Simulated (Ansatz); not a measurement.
**Quasiparticle gap of TiO2 (Rutile)**

Wanted: the gap of TiO2 (Rutile) with a many-body correction, and the time that it takes.

Main program and level: Ansatz 0.2.0; r2SCAN, then G0W0 on it, plane waves, PAW.

**The experiments to reproduce.**

- Gap 3.03 eV: direct gap, E perpendicular to c; optical experiment; 1.6 K; bulk crystal (literature value) (quoted in “Shallow Valence Band of Rutile GeO2 and P-type Doping”, 2020, arxiv:2011.08928).

- Gap 3.09 ± 0.06 eV: optical gap from Tauc plot assuming indirect allowed transition; UV/vis diffuse reflectance, Kubelka-Munk and Tauc analysis; film (30 nm ALD shell on quartz particles, grown at 200 C, annealed in air at 500 C; rutile-rich with some anatase) on SiO2 (quartz particles) (“Defect-Mediated Crystallization of the Particulate TiO2 Photocatalyst Grown by Atomic Layer Deposition”, 2024, pmc:11726664).

- Gap 3.28 eV: optical bandgap after anatase to rutile transformation; spectroscopic ellipsometry; film (polycrystalline sol-gel film on Si(100), annealed at high temperature below 800 °C) (“Photocatalytic Performance of Sol-Gel Prepared TiO2 Thin Films Annealed at Various Temperatures”, 2023, pmc:10419699).

- Gap 3.05 eV: band gap; bulk crystal (literature experimental value) (quoted in “Hydrogen related defects in titanium dioxide at the interface to palladium”, 2021, arxiv:2112.05953).

### Step 1. Set-up

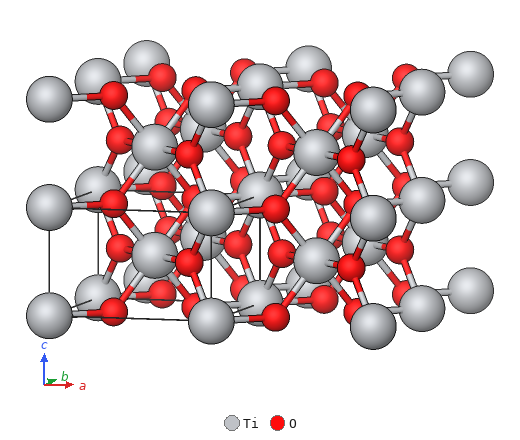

Start, viewed slightly off an axis; titanium light grey, oxygen red. 2×2×2 cells are drawn. Some periodic images of atoms are drawn too.

Structure file:

```cif
data_structure
_symmetry_space_group_name_H-M 'P4_2/mnm'
_symmetry_Int_Tables_number 136
_cell_length_a 4.5922
_cell_length_b 4.5922
_cell_length_c 2.9574
_cell_angle_alpha 90.000
_cell_angle_beta 90.000
_cell_angle_gamma 90.000
_cell_volume 62.37
loop_
_atom_site_label
_atom_site_type_symbol
_atom_site_symmetry_multiplicity
_atom_site_Wyckoff_symbol
_atom_site_fract_x
_atom_site_fract_y
_atom_site_fract_z
_atom_site_occupancy
Ti1 Ti 2 a 0.00000 0.00000 0.00000 1
O1 O 4 f 0.30496 0.30496 0.00000 1
```

The cell and positions come from the Crystallography Open Database and are kept as given unless a step says otherwise. The default PAW set here is soft_2. Its files were made with PBE.

### Step 2. Bands along the symmetry lines

Levels along a band path and on the mesh show where this functional puts the band edges.

This step: DFT, r2SCAN, plane waves, PAW.

input.yaml

```yaml
crystal:
  lattice:
    - [4.5922, 0.0, 0.0]
    - [0.0, 4.5922, 0.0]
    - [0.0, 0.0, 2.9574]
  atoms:
    - { symbol: Ti, position: [0.0, 0.0, 0.0] }
    - { symbol: Ti, position: [0.5, 0.5, 0.5] }
    - { symbol: O, position: [0.30496, 0.30496, 0.0] }
    - { symbol: O, position: [0.19504, 0.80496, 0.5] }
    - { symbol: O, position: [0.69504, 0.69504, 0.0] }
    - { symbol: O, position: [0.80496, 0.19504, 0.5] }
kpoints:
  mp_grid: { grid: [6, 6, 8] }
  band_path:
    path:
      - [[0.0, 0.0, 0.0], [0.0, 0.5, 0.0], [0.5, 0.5, 0.0], [0.0, 0.0, 0.0], [0.0, 0.0, 0.5], [0.0, 0.5, 0.5], [0.5, 0.5, 0.5], [0.0, 0.0, 0.5]]
      - [[0.0, 0.5, 0.0], [0.0, 0.5, 0.5]]
      - [[0.5, 0.5, 0.0], [0.5, 0.5, 0.5]]
    npoints: 10
hamiltonian:
  xc: r2scan
scf:
  occupations: { method: fermi_dirac, width: 0.02 }
  n_extra_bands: 6
output:
  eigenvalues: true
  forces: true
  stress: true
  write_density: true
  write_potential: true
  elf: true
  volumetric_format: npy
```

Command:

```
> ansatz run input.yaml --threads 2 --pin off --max-ram 92160MiB --backend cuda --events-out ev --progress --plain --runs-dir out --devices 1 --max-vram 13GiB  # rebuilt from the run's record
```

Numbers of over 12 decimals in the logs are rounded to 6 here.

Output:

```text
scf.n_extra_bands = 6 over 24 filled bands (N_el = 48.0): the run solves 30 bands
GPUs: using 1 of 1 available (devices: 1).
Engine: ansatz 0.2.0, x86_64-unknown-linux-gnu
Pseudopotentials: kind: paw
Pseudopotential: Ti, paw, valence charge 12, recommended cutoff 500 eV (meta_gga), Ti.paw.azcp
Pseudopotential: O, paw, valence charge 6, recommended cutoff 500 eV (meta_gga), O.paw.azcp
Functional definition: r2SCAN
  parameter k0 = 0.174
  parameter k1 = 0.065
  parameter a1 = 4.9479
  exchange = r2scan_x(k0 = k0, k1 = k1, a1 = a1)
  correlation = r2scan_c
device memory: the entry about to start is reckoned to put 2.9 GiB on a device that reports 45.3 GiB free (of which the cap on the GPU budget leaves the run 13.0 GiB)
GPU FFT provider: cuFFT
GPU libraries: cuBLAS 13.8.2, cuFFT 12.4.0, cuSOLVER 12.3.4
Crystal: 6 atoms, lattice volume = 62.367 Å³
Basis set: ecut = 500 eV, 1559 PW (Γ), exchange–correlation on 144×144×96 points (64 copies of the dense FFT grid, shifted against one another)
Bands: 30, of which v1, the nominal top of the filled ones, is band 24 counted from 1 (23 counted from 0)
Symmetry: 16 space group operations
Space group: P42/mnm (ITA 136), of the structure as read, at distance tolerance 4.0e-5 Å
k-points: 50 of 288
Non-local potential: Ti, projectors of the file, l = 0: 3, l = 1: 2, l = 2: 3, l = 3: 1
Non-local potential: O, projectors of the file, l = 0: 2, l = 1: 2, l = 2: 1
PAW form: soft (Blöchl's): semilocal exchange-correlation on the pseudo side does not see the compensation charge
PAW frozen core: Ti, regenerated for the run's functional (the file was generated under x = pbe(κ = 0.804, μ = 0.219515), c = pbe(β = 0.066725))
PAW frozen core: O, regenerated for the run's functional (the file was generated under x = pbe(κ = 0.804, μ = 0.219515), c = pbe(β = 0.066725))
PAW one-centre angular grid: Ti, 590 points (default); XC on 160 Gauss nodes
PAW one-centre angular grid: O, 302 points (default); XC on 160 Gauss nodes
Initial density: superposition of atomic densities (neutral atoms: chi_scale 0, normalization atom), corrected by the library's trained network
Initial wavefunctions: pseudopotential atomic-orbital guess
GPU buffer pool allocated for 31104 grid points (all kernels)
GPU transforms: local potential and band sums: pruned to the plane-wave sphere, on 36×36×24
Functional: x = r2scan, c = r2scan; τ floored in thin density (d = 2e-4 eV/Å³)
SCF iter   1: F=—  HF=-7292.561262 eV  |F-HF|=—  |Δ(HF+E_count)|=         —  Δρ=2.75e-2  dr2=5.49e-1  dr2_τ=3.86e-1  ethr=1.77e-3  ⟨swp⟩=6.0  Hψ=6193  notcnv=0
preconditioner: auto → Resta (q_TF=auto, 2.612 Å⁻¹)  ε∞=7.3  [insulator: Δε(μ)=2.747 eV  Ē_g=10.567 eV  σ=0.020 eV  W_gap=1.00  n_scr=18 (ndim 8)  ℏωp=26.6 eV  f_vac=0.016  D(μ)=0.00/eV (n_scr^D=0)  ε∞_Penn≈7.3]
SCF iter   2: F=—  HF=-7292.582781 eV  |F-HF|=—  |Δ(HF+E_count)|=   2.15e-2  Δρ=1.21e-2  dr2=4.39e-2  dr2_τ=2.80e-2  ethr=1.14e-3  ⟨swp⟩=3.0  Hψ=3296  notcnv=0  defer=75
SCF iter   3: F=—  HF=-7292.577541 eV  |F-HF|=—  |Δ(HF+E_count)|=   5.24e-3  Δρ=4.04e-3  dr2=6.07e-3  dr2_τ=5.37e-4  ethr=9.14e-5  ⟨swp⟩=2.1  Hψ=2455  notcnv=0  defer=75
SCF iter   4: F=—  HF=-7292.577299 eV  |F-HF|=—  |Δ(HF+E_count)|=   2.42e-4  Δρ=1.16e-3  dr2=4.24e-4  dr2_τ=1.05e-4  ethr=1.26e-5  ⟨swp⟩=2.0  Hψ=2246  notcnv=0  defer=75
SCF iter   5: F=—  HF=-7292.577401 eV  |F-HF|=—  |Δ(HF+E_count)|=   1.02e-4  Δρ=1.82e-4  dr2=2.42e-5  dr2_τ=1.40e-6  ethr=8.82e-7  ⟨swp⟩=2.0  Hψ=2251  notcnv=0  defer=75
SCF iter   6: F=—  HF=-7292.577507 eV  |F-HF|=—  |Δ(HF+E_count)|=   1.06e-4  Δρ=4.41e-5  dr2=1.75e-6  dr2_τ=7.88e-8  ethr=5.05e-8  ⟨swp⟩=2.0  Hψ=2663  notcnv=0  defer=73
SCF iter   7: F=—  HF=-7292.577507 eV  |F-HF|=—  |Δ(HF+E_count)|=   8.95e-8  Δρ=1.71e-5  dr2=2.14e-7  dr2_τ=1.03e-8  ethr=3.64e-9  ⟨swp⟩=2.1  Hψ=2061  notcnv=0  defer=73
SCF iter   8: F=-7292.577507 eV  HF=-7292.577507 eV  |F-HF|=1.69e-9  |Δ(HF+E_count)|=   9.27e-9  Δρ=2.24e-6  dr2=3.50e-9  dr2_τ=5.32e-11  ethr=2.08e-10  ⟨swp⟩=12.6  Hψ=10386  notcnv=0
SCF 1 converged in 8 iterations: F = -7292.577507 eV  dr2 = 3.50e-9
  greatest PAW one-centre occupation: 1.000 electrons in one spin orbital (limit 2), on the Ti atom at site 0 (counted from 0), in its partial waves of l = 0
device memory: the entry about to start is reckoned to put 2.4 GiB on a device that reports 59.7 GiB free (of which the cap on the GPU budget leaves the run 13.0 GiB)
NSCF: frozen V_eff on 93 k-points, pencils in batches of 32, up to order 132
SCF converged after 8 iterations
Free energy (F): -7292.577507 eV
Harris-Foulkes:  -7292.577507 eV  (|F-HF|=1.69e-9)
Internal energy: -7292.577507 eV  (E = F + TS)
E sigma→0 (E₀):  -7292.577507 eV
Fermi energy:    9.929260 eV
--- Per-component energies (eV) ---
  E_band       = -440.224682
  E_kinetic    = 1251.266532
  E_local      = -3077.472757  (includes V_loc(G=0)·N_el)
  E_nonlocal   = 191.770690
  E_hartree    = 1169.877896
  E_xc         = -482.969114
  E_vxc        = -693.312391  (∫ρ·V_xc dr)
  E_paw        = -2747.325973  (= ΣΔE_a)
  E_vpaw       = -497.831141  (= ΣTr[D̂ρ^β])
  E_aug_tail   = 0.004724  (compensation charges beyond the density's cutoff)
  E_vtau       = 45.594013  (kinetic-family band-sum trace: ∫τ·v_τ [+ j·A + Jᵃ·Aᵃ] dr)
  E_ewald      = -3597.094824
  E_core_change = -0.634678  (= ΣΔE_core)
  E_smearing   = -0.000000  (= −TS)
  E_closure    = 0.000000  (closes the sum)
  Σ components = -7292.577507   (vs F -7292.577507, Δ=0.00e0)
--- Forces (eV/Å), atoms counted from 1 ---
  atom   1  Ti     0.00000000    -0.00000000     0.00000000
  atom   2  Ti     0.00000000    -0.00000000     0.00000000
  atom   3  O     -0.03594879    -0.03594879     0.00000000
  atom   4  O      0.03594879    -0.03594879     0.00000000
  atom   5  O      0.03594879     0.03594879     0.00000000
  atom   6  O     -0.03594879     0.03594879     0.00000000
  max |Σ_I F_I| component: 6.94e-18 eV/Å
--- Stress (GPa, compression-positive) ---
        0.393745       0.000000       0.000000
        0.000000       0.393745       0.000000
        0.000000       0.000000      -0.186269
  P = ⅓ Tr σ = 0.2004 GPa (2.004 kbar)
--- Band table (eV; the first three rows and the last of 50) ---
  k-point 0: bands = [... 20 lower, 8.0693, 8.3473, 8.3473, 8.8194, 11.0508, 11.3865, 11.5845, 11.6793, ... 2 higher]
  k-point 1: bands = [... 20 lower, 7.4530, 8.0454, 8.0454, 8.7319, 11.4147, 11.4884, 11.5187, 11.8711, ... 2 higher]
  k-point 2: bands = [... 20 lower, 6.9793, 7.3161, 7.3161, 8.3340, 11.4058, 11.7445, 12.0226, 12.3033, ... 2 higher]
  k-point 49: bands = [... 20 lower, 7.5094, 7.5094, 8.1141, 8.1141, 11.7621, 11.7621, 12.4075, 12.4075, ... 2 higher]
```

The job ended after 4.2 s (1 × NVIDIA H100 80GB HBM3 (shared by 6 runs) with 2 threads of AMD EPYC 7R13 (Zen 3), shared host; peak memory 1.1 GiB; 5.6 s of CPU time).

Numbers from this step:

```yaml
pressure: 0.2004 GPa
filled_bands: 24
gap: 2.231 eV
valence_top_at: Γ
conduction_bottom_at: Γ
least_direct_gap: 2.231 eV
```

Over mesh and path the gap is 2.231 eV, direct, at k = Γ.

Electronic bands along the path, in eV, zero at the top of the highest nominally filled band:

```tsv
point	band 21	band 22	band 23	band 24	band 25	band 26	band 27	band 28
Γ	-0.75	-0.47	-0.47	0.00	2.23	2.57	2.77	2.86
X	-1.69	-1.69	-0.77	-0.77	2.92	2.92	3.38	3.38
M	-1.37	-1.37	-1.10	-1.10	2.28	2.28	2.88	2.88
Γ	-0.75	-0.47	-0.47	0.00	2.23	2.57	2.77	2.86
Z	-2.40	-2.40	-1.47	-1.47	3.31	3.31	3.55	3.55
R	-2.07	-2.07	-1.08	-1.08	2.28	2.28	3.58	3.58
A	-1.31	-1.31	-0.71	-0.71	2.94	2.94	3.59	3.59
Z	-2.40	-2.40	-1.47	-1.47	3.31	3.31	3.55	3.55
jump to X	-1.69	-1.69	-0.77	-0.77	2.92	2.92	3.38	3.38
R	-2.07	-2.07	-1.08	-1.08	2.28	2.28	3.58	3.58
jump to M	-1.37	-1.37	-1.10	-1.10	2.28	2.28	2.88	2.88
A	-1.31	-1.31	-0.71	-0.71	2.94	2.94	3.59	3.59
```

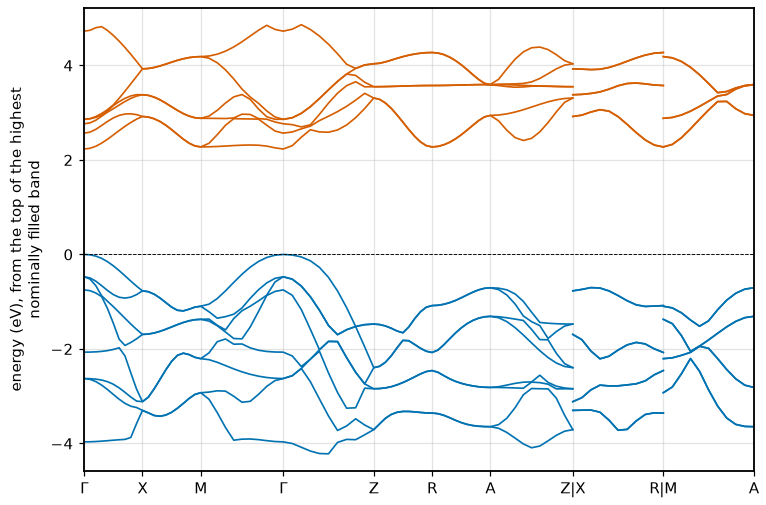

Electronic bands along the path; lines of filled and empty bands in two colours.

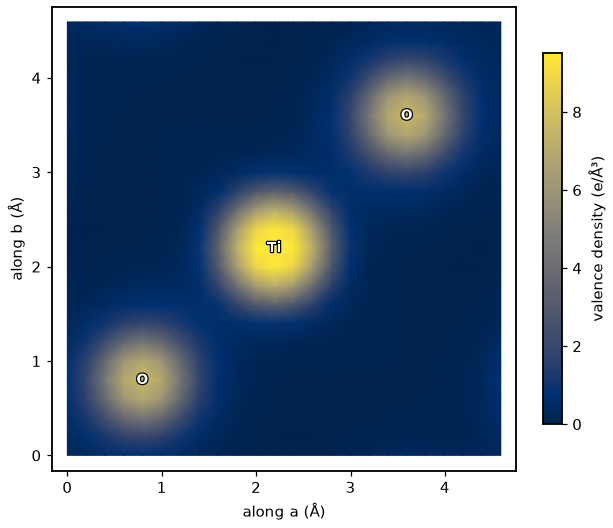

Valence density in the ab plane at fractional z = 0.000, with atoms of Ti and O within 0.2 Å of it. It is the smooth field of the valence electrons, not physical close to the nuclei. The map starts off the cell's origin, so that atoms lie inside it.

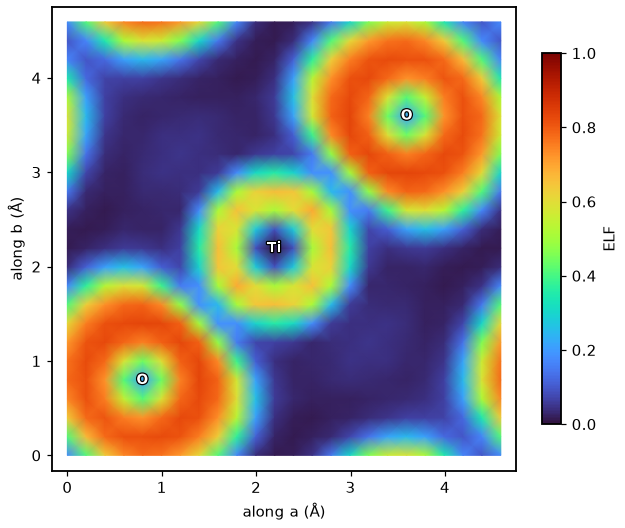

ELF in the ab plane at fractional z = 0.000, with atoms of Ti and O within 0.2 Å of it. It is the smooth field of the valence electrons, not physical close to the nuclei. The map starts off the cell's origin, so that atoms lie inside it.

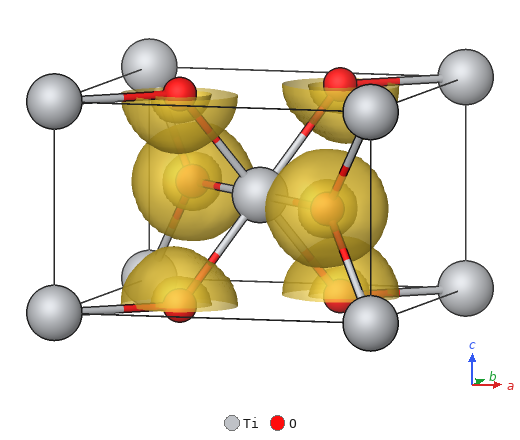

Surface of ELF = 0.75.

[end of part 1 of 2]

[Paths, hosts, dates, memory and timing lines, banners, echoed tables and standing remarks are left out of the program output.]

[Logs are printed without paths, hosts, clocks, repeated set-up lines and the standing remarks that a program may print on its own settings, such as how far it seeks lower states.]

[Runs of the session that timed out or met a known fault of the program may be left out.]

[Cells called generated may have been cut or substituted from an entry of the Crystallography Open Database or the Materials Project.]

[Hosts, paths, dates, database ids (printed as entryN), source tags and the programs' standing remarks are cut or masked in the printed files.]

[Where an RPA ε∞ is given, it is that of the G0W0 mesh and is not shown converged in it. Names of k-points follow the symmetry that the program found, which can be lower than the space group named. Band edges on a path are those of the sampled points; other points can move an edge, and change direct to indirect where valleys lie close.]

[Hybrid gaps are those of their k-mesh and are not shown converged in it.]
